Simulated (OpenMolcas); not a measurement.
CH₂F₂: excited-state calculation (part 4 of 4)

Continued. System: CH₂F₂. Method: CASSCF/ANO-R2, sfX2C (OpenMolcas 26.06). The geometry comes from this level: PBE0-D4/def2-TZVP.

Geometry of the input (Å):
```
F  -1.0733  0.1912  0.6983
C  0.0101  -0.0169  -0.0823
F  1.0905  -0.1792  0.7132
H  -0.1427  -0.9329  -0.6595
H  0.1653  0.8642  -0.7111
```

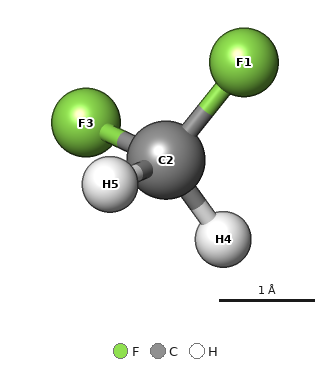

**Figure 1.** The structure (ball-and-stick view, seen at a tilt; atoms are numbered from 1 in the order of the input).

## Output, continued
```
      Mulliken population analysis for root number:  2
      -----------------------------------------------

++    Molecular charges:
      ------------------

      Mulliken charges per centre and basis function type
      ---------------------------------------------------

                F1      C2      F3      H4      H5
      1s       1.9999  2.0000  1.9999  0.8721  0.8723
      2s       1.8495  1.1930  1.8652  0.3323  0.3324
      2px      1.6709  0.4359  1.6711  0.0056  0.0058
      2pz      1.7921  0.7313  1.7919  0.0078  0.0080
      2py      1.8327  0.7990  1.6021  0.0193  0.0190
      3s      -0.0331 -0.1359 -0.0416  0.0592  0.0592
      3px      0.0095  0.0617  0.0090 -0.0006 -0.0006
      3pz      0.0043  0.0007  0.0041 -0.0017 -0.0020
      3py      0.0059 -0.0174  0.0174 -0.0049 -0.0046
      4s       0.0022 -0.0232  0.0018  0.0000  0.0000
      3d2+     0.0040  0.0563  0.0038  0.0015  0.0016
      3d1+     0.0073  0.0510  0.0069  0.0016  0.0018
      3d0      0.0021  0.0343  0.0021  0.0022  0.0024
      3d1-     0.0016  0.0324  0.0020  0.0009  0.0007
      3d2-     0.0027  0.0445  0.0029  0.0016  0.0013
      4px     -0.0003 -0.0062 -0.0005  0.0000  0.0000
      4pz     -0.0019 -0.0105 -0.0020  0.0000  0.0000
      4py     -0.0020 -0.0007 -0.0010  0.0000  0.0000
      4d2+     0.0009  0.0046  0.0008  0.0000  0.0000
      4d1+     0.0015  0.0110  0.0013  0.0000  0.0000
      4d0      0.0006  0.0028  0.0006  0.0000  0.0000
      4d1-     0.0005  0.0019  0.0007  0.0000  0.0000
      4d2-     0.0007  0.0046  0.0010  0.0000  0.0000
      5px      0.0001  0.0009  0.0001  0.0000  0.0000
      5pz     -0.0002 -0.0003 -0.0003  0.0000  0.0000
      5py     -0.0004  0.0001 -0.0003  0.0000  0.0000
      4f3+     0.0002  0.0036  0.0002  0.0000  0.0000
      4f2+     0.0004  0.0070  0.0004  0.0000  0.0000
      4f1+     0.0004  0.0128  0.0004  0.0000  0.0000
      4f0      0.0002  0.0043  0.0002  0.0000  0.0000
      4f1-     0.0000  0.0007  0.0000  0.0000  0.0000
      4f2-     0.0003  0.0077  0.0003  0.0000  0.0000
      4f3-     0.0002  0.0045  0.0002  0.0000  0.0000
      Total    9.1528  5.3121  8.9407  1.2971  1.2973

      N-E     -0.1528  0.6879  0.0593 -0.2971 -0.2973

      Total electronic charge=   26.000000

      Total            charge=   -0.000000
--

      Expectation values of various properties for root number:  2
      -----------------------------------------------------------

++    Molecular properties:
      ---------------------

      Charge (e):
                      =   -0.0000
      Dipole Moment (debye):
      Origin of the operator (angstrom)=    0.0091   -0.0008    0.4700
                   X=  1.6370E-01               Y=  5.3687E-02               Z=  2.8896E+00           Total=  2.8947E+00
      Quadrupole Moment (debye*angstrom):
      Origin of the operator (angstrom)=    0.0091   -0.0008    0.4700
                  XX= -2.4741E+01              XY= -4.6110E-01              XZ=  1.3992E+00              YY= -2.7594E+01
                  YZ= -3.1689E-01              ZZ= -3.0411E+01
      In traceless form (debye*angstrom)
                  XX=  4.2619E+00              XY= -6.9165E-01              XZ=  2.0988E+00              YY= -1.8694E-02
                  YZ= -4.7533E-01              ZZ= -4.2432E+00
--

      LoProp population analysis for root number:  2
      -----------------------------------------------

++    LoProp analysis:
      ----------------

++    Static properties:
      ------------------

      LoProp Charges per center

                   F1       C2       F3       H4       H5
      Nuclear      9.0000   6.0000   9.0000   1.0000   1.0000
      Electronic  -9.1847  -5.9782  -8.9602  -0.9384  -0.9385

      Total       -0.1847   0.0218   0.0398   0.0616   0.0615
--

      Natural Bond Order analysis for root number:  2

++    Natural Bond Order analysis
      ---------------------------
      Based on LoProp computed density
      -------------------------------------------------------------------------------------
      Atom A       Atom B       Bond Order
      -------------------------------------------------------------------------------------
      NBO located      1.000 non-bonded electrons on atom F1
      NBO located      0.973 non-bonded electrons on atom F1
      NBO located      0.993 non-bonded electrons on atom C2
      NBO located      1.000 non-bonded electrons on atom F3
      The remaining    9.505 electrons are to be considered as diffuse
--

--

      Average orbitals are written to the RASORB file
      Natural orbitals for root   1 are written to the RASORB.1 file
      Natural orbitals for root   2 are written to the RASORB.2 file
      Spin density orbitals for root   1 are written to the SPDORB.1 file
      Spin density orbitals for root   2 are written to the SPDORB.2 file

--- Stop Module: rasscf /rc=_RC_ALL_IS_WELL_ ---
           step2.SpdOrb.1 step2.SpdOrb.2 xmldump
--- Module rasscf spent 25 seconds ---

.##################.
.# Happy landing! #.
.##################.

    Timing: Wall=41.60 User=37.62 System=3.51
```

## Key numbers

```json
{"quantity": "outcome", "value": "converged"}
{"quantity": "total energy", "value": "−238.250760 hartree"}
{"quantity": "CASSCF energy", "value": "−238.250760 hartree"}
{"quantity": "basis functions", "value": "127"}
{"quantity": "wall time", "value": "42 s"}
{"quantity": "peak memory", "value": "0.37 GiB"}
```
